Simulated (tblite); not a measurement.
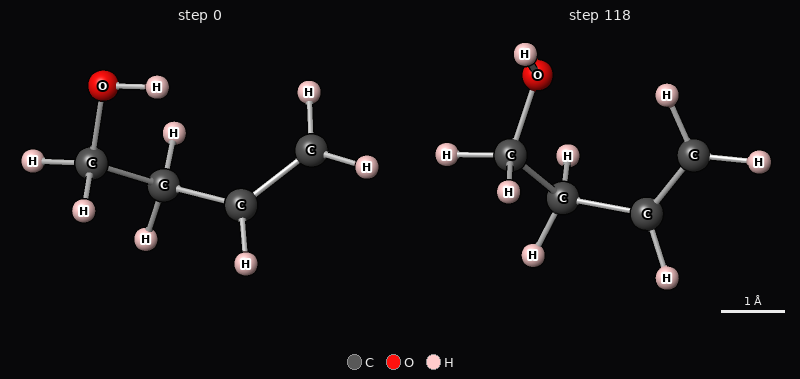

The structure of C$_{4}$H$_{8}$O (charge +1, multiplicity 2) before (left) and after (right) a relaxation, at one scale.

Style: ball-and-stick. Shown from a free direction.

These are results of GFN2-xTB geometry optimisation, gas phase (tblite 0.8.0), not measurements. 

### What changed between the two?

After 118 geometry steps the energy has fallen by 0.469 eV. An H atom moves most after the best rigid fit: 1.28 Å. By element the largest moves are H 1.28 Å, O 0.69 Å, C 0.40 Å. Some distances before and after: C–C 1.434 → 1.325 Å, C–O 1.407 → 1.376 Å, C–H 1.100 → 1.087 Å, C–C 1.489 → 1.497 Å. Bond angles that change, for instance: C–O–H 107.1° → 113.2°, C–C–H 109.5° → 103.6°, C–C–C 111.7° → 106.6°. Groups turn about C–O by about 95°, C–C by about 50°. Cost: 0.36 s on 1 thread of Arm Neoverse V2 (shared host).
